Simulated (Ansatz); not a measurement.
# Li on Ni(100): change of the work function, part 2 of 4

Aim: the work function of Ni(100) at several coverages of Li (hollow site), and the dipole that each adsorbate carries.

Ansatz 0.2.0; plane-wave DFT, PBE, Ansatz PAW.

So far: Starting point; The clean slab.

## 2. The clean slab (continued)

Site moment by atom:

```csv
atom,site moment (μB)
Ni1,0.763
Ni2,0.693
Ni3,0.696
Ni4,0.758
```

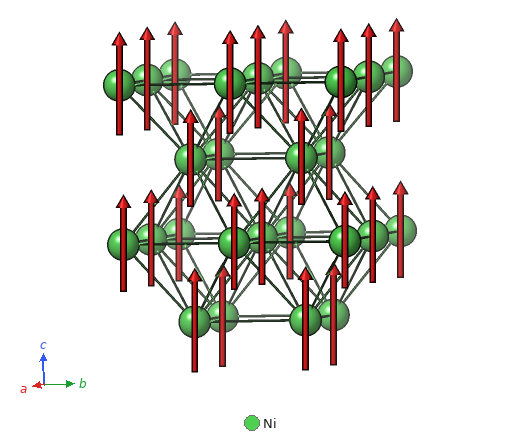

Site moment as arrows, the longest 0.763 μB. Up and down stand for the sign. Arrows give size and sign along the axis of quantisation, drawn up and down the page. 2×2×1 cells are drawn. Some periodic images of atoms are drawn too.

The relaxation took 3 steps and lowered the energy by 0.011 eV; the largest force on the free atoms ends at 0.016 eV/Å.

The work function of the upper face is 4.88 eV.

## 3. Adsorbate added, k-mesh 4×4×1, coverage 0.111 ML

System of this step: Li/Ni(100). The cell holds 37 atoms: 36 Ni and 1 Li. Cell: a = 7.467 Å, b = 7.467 Å, c = 25.143 Å, α = 90.0°, β = 90.0°, γ = 90.0°. Vacuum lies along c.

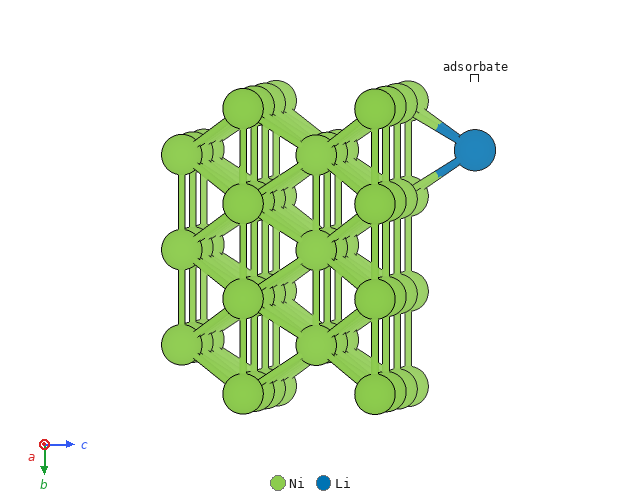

The cell of this step (nickel green, lithium blue). Some periodic images of atoms are drawn too.

The clean slab as it ended is repeated in the plane and the adsorbate is set on one face; the cell's size fixes the coverage, and the k-mesh shrinks with it to keep the sampling density about even. Adsorbate and upper layers relax, since the dipole depends on the height.

input.yaml

```yaml
crystal:
  lattice:
    - [7.4670476094, 0.0, 0.0]
    - [0.0, 7.4670476094, 0.0]
    - [0.0, 0.0, 25.1433792852]
  atoms:
    - { symbol: Ni, position: [0.1666666667, 0.1666666667, 0.357947112], spin: 0.76 }
    - { symbol: Ni, position: [0.0, 0.0, 0.4279456583], spin: 0.69 }
    - { symbol: Ni, position: [0.1666666667, 0.1666666667, 0.4988251111], spin: 0.7 }
    - { symbol: Ni, position: [0.0, 0.0, 0.5661777379], spin: 0.76 }
    - { symbol: Ni, position: [0.1666666667, 0.5, 0.357947112], spin: 0.76 }
    - { symbol: Ni, position: [0.0, 0.3333333333, 0.4279456583], spin: 0.69 }
    - { symbol: Ni, position: [0.1666666667, 0.5, 0.4988251111], spin: 0.7 }
    - { symbol: Ni, position: [0.0, 0.3333333333, 0.5661777379], spin: 0.76 }
    - { symbol: Ni, position: [0.1666666667, 0.8333333333, 0.357947112], spin: 0.76 }
    - { symbol: Ni, position: [0.0, 0.6666666667, 0.4279456583], spin: 0.69 }
    - { symbol: Ni, position: [0.1666666667, 0.8333333333, 0.4988251111], spin: 0.7 }
    - { symbol: Ni, position: [0.0, 0.6666666667, 0.5661777379], spin: 0.76 }
    - { symbol: Ni, position: [0.5, 0.1666666667, 0.357947112], spin: 0.76 }
    - { symbol: Ni, position: [0.3333333333, 0.0, 0.4279456583], spin: 0.69 }
    - { symbol: Ni, position: [0.5, 0.1666666667, 0.4988251111], spin: 0.7 }
    - { symbol: Ni, position: [0.3333333333, 0.0, 0.5661777379], spin: 0.76 }
    - { symbol: Ni, position: [0.5, 0.5, 0.357947112], spin: 0.76 }
    - { symbol: Ni, position: [0.3333333333, 0.3333333333, 0.4279456583], spin: 0.69 }
    - { symbol: Ni, position: [0.5, 0.5, 0.4988251111], spin: 0.7 }
    - { symbol: Ni, position: [0.3333333333, 0.3333333333, 0.5661777379], spin: 0.76 }
    - { symbol: Ni, position: [0.5, 0.8333333333, 0.357947112], spin: 0.76 }
    - { symbol: Ni, position: [0.3333333333, 0.6666666667, 0.4279456583], spin: 0.69 }
    - { symbol: Ni, position: [0.5, 0.8333333333, 0.4988251111], spin: 0.7 }
    - { symbol: Ni, position: [0.3333333333, 0.6666666667, 0.5661777379], spin: 0.76 }
    - { symbol: Ni, position: [0.8333333333, 0.1666666667, 0.357947112], spin: 0.76 }
    - { symbol: Ni, position: [0.6666666667, 0.0, 0.4279456583], spin: 0.69 }
    - { symbol: Ni, position: [0.8333333333, 0.1666666667, 0.4988251111], spin: 0.7 }
    - { symbol: Ni, position: [0.6666666667, 0.0, 0.5661777379], spin: 0.76 }
    - { symbol: Ni, position: [0.8333333333, 0.5, 0.357947112], spin: 0.76 }
    - { symbol: Ni, position: [0.6666666667, 0.3333333333, 0.4279456583], spin: 0.69 }
    - { symbol: Ni, position: [0.8333333333, 0.5, 0.4988251111], spin: 0.7 }
    - { symbol: Ni, position: [0.6666666667, 0.3333333333, 0.5661777379], spin: 0.76 }
    - { symbol: Ni, position: [0.8333333333, 0.8333333333, 0.357947112], spin: 0.76 }
    - { symbol: Ni, position: [0.6666666667, 0.6666666667, 0.4279456583], spin: 0.69 }
    - { symbol: Ni, position: [0.8333333333, 0.8333333333, 0.4988251111], spin: 0.7 }
    - { symbol: Ni, position: [0.6666666667, 0.6666666667, 0.5661777379], spin: 0.76 }
    - { symbol: Li, position: [0.1666666667, 0.1666666667, 0.642052888] }
magnetization:
  spin_polarized: true
kpoints:
  mp_grid: { grid: [4, 4, 1] }
hamiltonian:
  xc: pbe
scf:
  occupations: { method: fermi_dirac, width: 0.1 }
  convergence: { dr2_threshold: 1.0e-08 }
efield:
  axis: 3
  dipole_correction: true
  ramp_position: 0.97
  ramp_width: 0.06
relax:
  f_tol: 0.02
  max_steps: 60
  constraints:
    - { sites: [0, 1, 4, 5, 8, 9, 12, 13, 16, 17, 20, 21, 24, 25, 28, 29, 32, 33] }
output:
  write_potential: true
  write_density: true
  volumetric_format: npy
```

On the command line:

```console
$ ansatz run input.yaml --threads 4 --pin off --max-ram 16384MiB --backend cpu --events-out ev --progress --plain --runs-dir out
```

Numbers of over 12 decimals in the logs are rounded to 6 here.

What it wrote:

```text
[...]
Crystal: 37 atoms, lattice volume = 1401.914 Å³
Basis set: ecut = 420 eV, 27501 PW (Γ), exchange–correlation on 100×100×360 points (8 copies of the dense FFT grid, shifted against one another)
Bands: 407, of which v1, the nominal top of the filled ones, is band 326 counted from 1 (325 counted from 0)
Symmetry: 8 space group operations
k-points: 6 of 16
[...]
Starting moments: Σ|m| = 26.19 μB on 36 of 37 sites
[...]
SCF iter   1: F=—  HF=-210385.323733 eV  |F-HF|=—  |Δ(HF+E_count)|=         —  Δρ=2.24e-2 (↑1.31e-2 ↓2.24e-2)  dr2=3.46e1  dr2_m=2.09e0  M=27.462 μB ∫|m|=28.817 μB  β_m=1.00  ethr=3.10e-3  p=-0.000 e·Å  D=-1.82e-6 V/Å  ΔV_dip=0.00 eV  dr2_dipole=4.51e-3  V_vac-E_F(+/−)=7.13/7.13 eV  ⟨swp⟩=9.6  Hψ=23905  notcnv=0  defer=375
[...]
SCF iter  19: F=-210420.925967 eV  HF=-210420.925967 eV  |F-HF|=3.20e-10  |Δ(HF+E_count)|=   4.98e-9  Δρ=3.64e-7 (↑1.81e-7 ↓3.64e-7)  dr2=4.26e-9  dr2_m=1.76e-10  M=24.147 μB ∫|m|=27.661 μB  ethr=1.00e-12  p=0.431 e·Å  D=5.56e-2 V/Å  ΔV_dip=-1.40 eV  dr2_dipole=1.40e-10  V_vac-E_F(+/−)=3.50/4.89 eV  ⟨swp⟩=6.4  Hψ=27939  notcnv=0
SCF 1 converged in 19 iterations: F = -210420.925967 eV  dr2 = 4.26e-9
[...]
relax step   1: F+E_penalty+E_count = -210420.92596659 eV  Δ(F+E_penalty+E_count) = +0.000e0 eV  max|allowed force component| = 7.042e-2 eV/Å  Δτ_max = 0.0000 Å  (19 SCF iters, accepted)
[...]
SCF iter  11: F=-210420.927401 eV  HF=-210420.927401 eV  |F-HF|=5.33e-9  |Δ(HF+E_count)|=   7.45e-9  Δρ=5.13e-7 (↑1.14e-7 ↓5.13e-7)  dr2=8.33e-9  dr2_m=6.53e-10  M=24.150 μB ∫|m|=27.665 μB  ethr=1.00e-12  p=0.432 e·Å  D=5.58e-2 V/Å  ΔV_dip=-1.40 eV  dr2_dipole=7.07e-10  V_vac-E_F(+/−)=3.49/4.89 eV  ⟨swp⟩=6.2  Hψ=30706  notcnv=0
SCF 2 converged in 11 iterations: F = -210420.927401 eV  dr2 = 8.33e-9
relax step   2: F+E_penalty+E_count = -210420.92740089 eV  Δ(F+E_penalty+E_count) = -1.434e-3 eV  max|allowed force component| = 4.692e-2 eV/Å  Δτ_max = 0.0044 Å  (11 SCF iters, accepted)
SCF iter   1: F=—  HF=-210420.930483 eV  |F-HF|=—  |Δ(HF+E_count)|=         —  Δρ=2.66e-4 (↑2.27e-4 ↓2.66e-4)  dr2=1.97e-3  dr2_m=3.36e-4  M=24.147 μB ∫|m|=27.662 μB  β_m=1.00  ethr=3.52e-6  p=0.432 e·Å  D=5.58e-2 V/Å  ΔV_dip=-1.40 eV  dr2_dipole=1.08e-4  V_vac-E_F(+/−)=3.49/4.90 eV  ⟨swp⟩=4.6  Hψ=10296  notcnv=0  defer=550
[...]
SCF iter  14: F=-210420.928701 eV  HF=-210420.928701 eV  |F-HF|=2.15e-9  |Δ(HF+E_count)|=  6.40e-10  Δρ=1.71e-7 (↑5.45e-8 ↓1.71e-7)  dr2=8.50e-10  dr2_m=7.39e-11  M=24.153 μB ∫|m|=27.668 μB  ethr=1.00e-12  p=0.432 e·Å  D=5.57e-2 V/Å  ΔV_dip=-1.40 eV  dr2_dipole=1.27e-10  V_vac-E_F(+/−)=3.49/4.89 eV  ⟨swp⟩=6.2  Hψ=26138  notcnv=0
SCF 3 converged in 14 iterations: F = -210420.928701 eV  dr2 = 8.50e-10
relax step   3: F+E_penalty+E_count = -210420.92870146 eV  Δ(F+E_penalty+E_count) = -1.301e-3 eV  max|allowed force component| = 1.354e-3 eV/Å  Δτ_max = 0.0087 Å  (14 SCF iters, accepted)
NSCF: frozen V_eff on 6 k-points
the search or the solves at the SCF's close seem to have found levels that the self-consistency loop had missed (the run counts 1). By its estimate they hold under 1e-12 electrons; where the run keeps them, the occupations were computed again with them
[...]
SCF converged after 14 iterations
Magnetization: 24.1528 μB (337.5764 up, 313.4236 down)
Absolute magnetization: 27.6934 μB (∫|ρ↑−ρ↓|, with the PAW one-centre terms)
[...]
Per-site moments (μB) at R_I (Å): [(0.763623, 1.026719), (0.692425, 1.026719), (0.691849, 1.007307), (0.676139, 1.007307), (0.762993, 1.026719), (0.692425, 1.026719), (0.686367, 1.007455), (0.676139, 1.007307), (0.762993, 1.026719), (0.691022, 1.026719), (0.686367, 1.007455), (0.742677, 1.010498), (0.762993, 1.026719), (0.692425, 1.026719), (0.686367, 1.007455), (0.676139, 1.007307), (0.763649, 1.026719), (0.692425,  [...]
Free energy (F): -210420.928701 eV
[...]
Internal energy: -210418.793098 eV  (E = F + TS)
E sigma→0 (E₀):  -210419.860900 eV
Entropy (-TS):   -2.135604 eV (-57.719 meV/atom)
Fermi energy:    2.158112 eV
Dipole field:    D = 0.055737 V/Å  (p = 0.431822 e·Å, saw-weighted, corrected)
Work function:   Φ+ = 3.4930 eV   Φ− = 4.8944 eV
[...]
--- Forces (eV/Å), atoms counted from 1 ---
  atom   1  Ni    -0.00000000     0.00000000     0.32487974
  atom   2  Ni    -0.01264815    -0.01264815    -0.30881229
  atom   3  Ni    -0.00000000     0.00000000    -0.00054851
  atom   4  Ni     0.00115164     0.00115164    -0.00026609
  atom   5  Ni     0.00000000     0.00198439     0.32566827
  atom   6  Ni    -0.01264815     0.01264815    -0.30881229
  atom   7  Ni     0.00000000     0.00024645     0.00135403
  atom   8  Ni     0.00115164    -0.00115164    -0.00026609
  atom   9  Ni     0.00000000    -0.00198439     0.32566827
  atom  10  Ni    -0.01598781     0.00000000    -0.33760913
  atom  11  Ni     0.00000000    -0.00024645     0.00135403
  atom  12  Ni    -0.00013912     0.00000000    -0.00051657
  atom  13  Ni     0.00198439     0.00000000     0.32566827
  atom  14  Ni     0.01264815    -0.01264815    -0.30881229
  atom  15  Ni     0.00024645     0.00000000     0.00135403
  atom  16  Ni    -0.00115164     0.00115164    -0.00026609
  atom  17  Ni     0.00078134     0.00078134     0.33210412
  atom  18  Ni     0.01264815     0.01264815    -0.30881229
  atom  19  Ni     0.00000397     0.00000397     0.00134309
  atom  20  Ni    -0.00115164    -0.00115164    -0.00026609
  atom  21  Ni     0.00078134    -0.00078134     0.33210412
  atom  22  Ni     0.01598781     0.00000000    -0.33760913
  atom  23  Ni     0.00000397    -0.00000397     0.00134309
  atom  24  Ni     0.00013912     0.00000000    -0.00051657
  atom  25  Ni    -0.00198439     0.00000000     0.32566827
  atom  26  Ni     0.00000000    -0.01598781    -0.33760913
  atom  27  Ni    -0.00024645     0.00000000     0.00135403
  atom  28  Ni     0.00000000    -0.00013912    -0.00051657
  atom  29  Ni    -0.00078134     0.00078134     0.33210412
  atom  30  Ni     0.00000000     0.01598781    -0.33760913
  atom  31  Ni    -0.00000397     0.00000397     0.00134309
  atom  32  Ni     0.00000000     0.00013912    -0.00051657
  atom  33  Ni    -0.00078134    -0.00078134     0.33210412
  atom  34  Ni    -0.00000000     0.00000000    -0.37779986
  atom  35  Ni    -0.00000397    -0.00000397     0.00134309
  atom  36  Ni    -0.00000000     0.00000000     0.00022612
  atom  37  Li     0.00000000     0.00000000     0.00017533
  max |Σ_I F_I| component: 5.50e-6 eV/Å
--- Band table (eV; the first three rows and the last of 12) ---
  k-point 0 ↑: bands = [... 322 lower, 1.4827, 1.4827, 1.4949, 1.5776, 1.5810, 1.5824, 1.5824, 1.5853, ... 77 higher]
  k-point 1 ↑: bands = [... 322 lower, 1.4928, 1.5469, 1.5487, 1.5580, 1.5637, 1.5685, 1.5856, 1.5883, ... 77 higher]
  k-point 2 ↑: bands = [... 322 lower, 1.5228, 1.5418, 1.5446, 1.5525, 1.5537, 1.5538, 1.5554, 1.6329, ... 77 higher]
  k-point 5 ↓: bands = [... 322 lower, 2.3489, 2.3503, 2.3503, 2.4633, 2.4633, 2.4660, 2.4683, 2.5206, ... 77 higher]
--- Relaxed structure (3 steps of the walk, 3 accepted, 0 SCFs on fresh bases) ---
  F+E_penalty+E_count = -210420.92870146 eV   max|allowed force component| = 1.354e-3 eV/Å
  atoms:
    - { symbol: Ni, position: [0.166667, 0.166667, 0.357947] }
    - { symbol: Ni, position: [1.6666659794015235e-11, 1.6666659794015235e-11, 0.4279456583] }
    - { symbol: Ni, position: [0.166667, 0.166667, 0.498563] }
    - { symbol: Ni, position: [0.000253235, 0.000253235, 0.565999] }
    - { symbol: Ni, position: [0.166667, 0.500000, 0.357947] }
    - { symbol: Ni, position: [1.6666659794015235e-11, 0.333333, 0.4279456583] }
    - { symbol: Ni, position: [0.166667, 0.500646, 0.498795] }
    - { symbol: Ni, position: [0.000253235, 0.333080, 0.565999] }
    - { symbol: Ni, position: [0.166667, 0.833333, 0.357947] }
    - { symbol: Ni, position: [1.6666659794015235e-11, 0.666667, 0.4279456583] }
    - { symbol: Ni, position: [0.166667, 0.832687, 0.498795] }
    - { symbol: Ni, position: [-2.4536933709044103e-5, 0.666667, 0.566698] }
    - { symbol: Ni, position: [0.500000, 0.166667, 0.357947] }
    - { symbol: Ni, position: [0.333333, 1.6666659794015235e-11, 0.4279456583] }
    - { symbol: Ni, position: [0.500646, 0.166667, 0.498795] }
    - { symbol: Ni, position: [0.333080, 0.000253235, 0.565999] }
    - { symbol: Ni, position: [0.500000, 0.500000, 0.357947] }
    - { symbol: Ni, position: [0.333333, 0.333333, 0.4279456583] }
    - { symbol: Ni, position: [0.500427, 0.500427, 0.498845] }
    - { symbol: Ni, position: [0.333080, 0.333080, 0.565999] }
    - { symbol: Ni, position: [0.500000, 0.833333, 0.357947] }
    - { symbol: Ni, position: [0.333333, 0.666667, 0.4279456583] }
    - { symbol: Ni, position: [0.500427, 0.832906, 0.498845] }
    - { symbol: Ni, position: [0.333358, 0.666667, 0.566698] }
    - { symbol: Ni, position: [0.833333, 0.166667, 0.357947] }
    - { symbol: Ni, position: [0.666667, 1.6666659794015235e-11, 0.4279456583] }
    - { symbol: Ni, position: [0.832687, 0.166667, 0.498795] }
    - { symbol: Ni, position: [0.666667, -2.4536933709044103e-5, 0.566698] }
    - { symbol: Ni, position: [0.833333, 0.500000, 0.357947] }
    - { symbol: Ni, position: [0.666667, 0.333333, 0.4279456583] }
    - { symbol: Ni, position: [0.832906, 0.500427, 0.498845] }
    - { symbol: Ni, position: [0.666667, 0.333358, 0.566698] }
    - { symbol: Ni, position: [0.833333, 0.833333, 0.357947] }
    - { symbol: Ni, position: [0.666667, 0.666667, 0.4279456583] }
    - { symbol: Ni, position: [0.832906, 0.832906, 0.498845] }
    - { symbol: Ni, position: [0.666667, 0.666667, 0.566509] }
    - { symbol: Li, position: [0.166667, 0.166667, 0.642132] }
```

It took 28 min on 4 threads of Arm Neoverse V1, shared host; peak memory 11 GiB; 1.8 h of CPU time.

Step by step:

| step | energy less that of the first step (eV) | largest force component (eV/Å) |
| --- | --- | --- |
| 1 | 0.0000 | 0.0704 |
| 2 | -0.0014 | 0.0469 |
| 3 | -0.0027 | 0.0014 |

The run keeps the 8 symmetry operations that it works with, so distortions that break them were not tested.

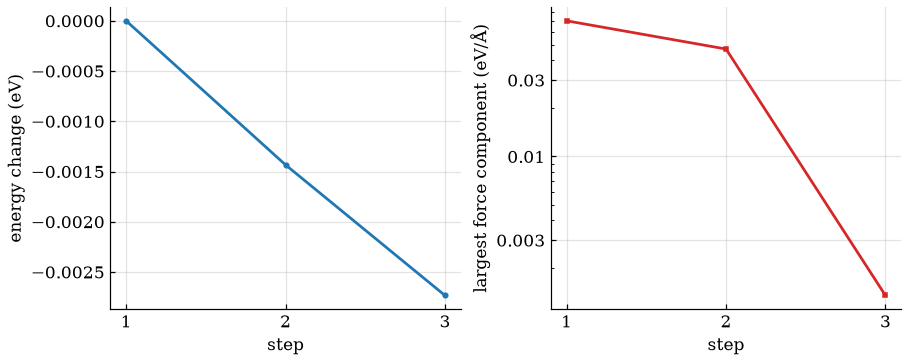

Energy and largest force along the relaxation.

The atoms that moved most (Å):

```csv
atom,dx,dy,dz,length
Ni12,0.000,0.000,0.013,0.013
Ni28,0.000,0.000,0.013,0.013
Ni24,0.000,0.000,0.013,0.013
Ni32,0.000,0.000,0.013,0.013
Ni36,0.000,0.000,0.008,0.008
Ni3,0.000,0.000,-0.007,0.007
Ni20,-0.002,-0.002,-0.004,0.005
Ni16,-0.002,0.002,-0.004,0.005
```

The relaxed structure:

```
Ni Li
1.0
     7.46705    0.00000    0.00000
     0.00000    7.46705    0.00000
     0.00000    0.00000   25.14338
Ni Li
36 1
Cartesian
  1.2445 1.2445 9.0000
  0.0000 0.0000 10.7600
  1.2445 1.2445 12.5356
  0.0019 0.0019 14.2311
  1.2445 3.7335 9.0000
  0.0000 2.4890 10.7600
  1.2445 3.7383 12.5414
  0.0019 2.4871 14.2311
  1.2445 6.2225 9.0000
  0.0000 4.9780 10.7600
  1.2445 6.2177 12.5414
  -0.0002 4.9780 14.2487
  3.7335 1.2445 9.0000
  2.4890 0.0000 10.7600
  3.7383 1.2445 12.5414
  2.4871 0.0019 14.2311
  3.7335 3.7335 9.0000
  2.4890 2.4890 10.7600
  3.7367 3.7367 12.5427
  2.4871 2.4871 14.2311
  3.7335 6.2225 9.0000
  2.4890 4.9780 10.7600
  3.7367 6.2194 12.5427
  2.4892 4.9780 14.2487
  6.2225 1.2445 9.0000
  4.9780 0.0000 10.7600
  6.2177 1.2445 12.5414
  4.9780 -0.0002 14.2487
  6.2225 3.7335 9.0000
  4.9780 2.4890 10.7600
  6.2194 3.7367 12.5427
  4.9780 2.4892 14.2487
  6.2225 6.2225 9.0000
  4.9780 4.9780 10.7600
  6.2194 6.2194 12.5427
  4.9780 4.9780 14.2440
  1.2445 1.2445 16.1454
```

Numbers from this step:

| Item | Value |
| --- | --- |
| energy at zero smearing | -210419.8609 eV |
| total moment | 24.15 μB |
| work function, upper face | 3.493 eV |
| work function, lower face | 4.894 eV |
| dipole along the normal | 0.4318 e·Å |
| step between the vacuum levels | -1.401 eV |

Running mean over 1.76 Å of the planar mean; the ramp of the sawtooth is left out. Electron's electrostatic potential energy less the Fermi level against z:

```csv
z (Å),electron's electrostatic potential energy less the Fermi level (eV)
4,4.89
6,4.86
8,-1.71
10,-10.3
12,-10.2
14,-10.4
16,2.79
18,3.47
20,3.49
22,3.49
```

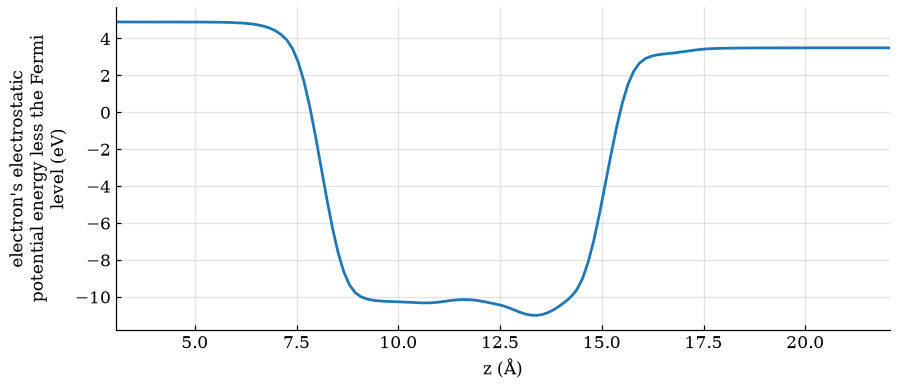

Electron's electrostatic potential energy less the Fermi level, plotted against z.

Site moment by element, in μB:

| element | atoms | mean | spread (r.m.s.) | least | largest |
| --- | --- | --- | --- | --- | --- |
| Ni | 36 | 0.714 | 0.035 | 0.676 | 0.764 |
| Li | 1 | -0.023 | 0.000 | -0.023 | -0.023 |

The atoms farthest from the mean of their element:

```csv
atom,"x, y, z (Å)",site moment (μB)
Ni29,"6.22, 3.73, 9.00",0.764
Ni33,"6.22, 6.22, 9.00",0.764
Ni17,"3.73, 3.73, 9.00",0.764
Ni21,"3.73, 6.22, 9.00",0.764
Ni1,"1.24, 1.24, 9.00",0.764
Ni5,"1.24, 3.73, 9.00",0.763
Ni13,"3.73, 1.24, 9.00",0.763
Ni9,"1.24, 6.22, 9.00",0.763
```

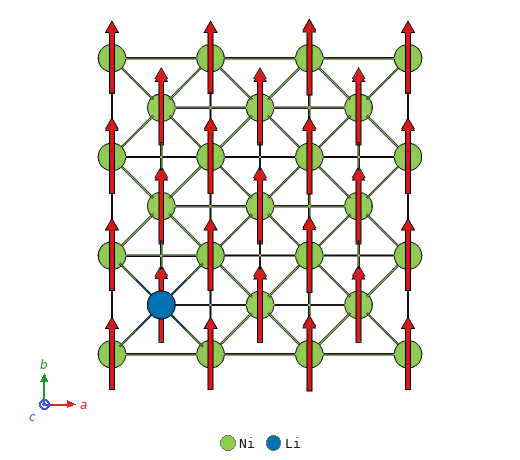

Site moment as arrows, the longest 0.764 μB. Up and down stand for the sign. Arrows give size and sign along the axis of quantisation, drawn up and down the page. Some periodic images of atoms are drawn too.

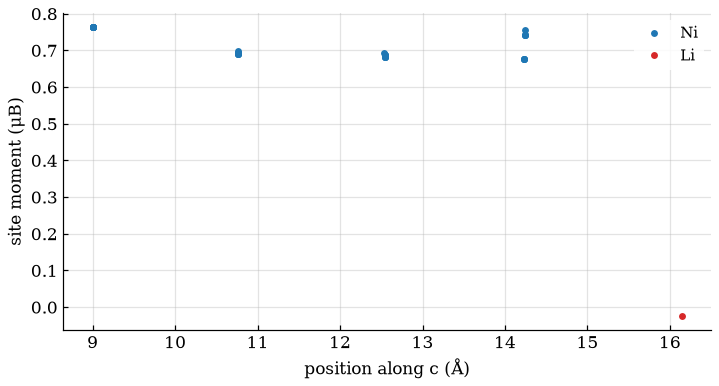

Site moment along the cell.

The relaxation took 3 steps and lowered the energy by 0.0027 eV; the largest force on the free atoms ends at 0.0014 eV/Å.

The covered face has 3.49 eV, -1.39 eV against the clean one; the bare back face has moved by +0.01 eV, a measure of how thin the slab is.

(Continued in part 3 of 4.)

[Logs are printed without paths, hosts, clocks, repeated set-up lines and the standing remarks that a program may print on its own settings, such as how far it seeks lower states.]

[Hosts, paths, dates, database ids (printed as entryN), source tags and the programs' standing remarks are cut or masked in the printed files.]

[Maps of the electrostatic potential energy from Ansatz leave out the sawtooth potential of an applied field or a dipole correction, so their vacuum need not be flat; planar profiles and work functions include it.]
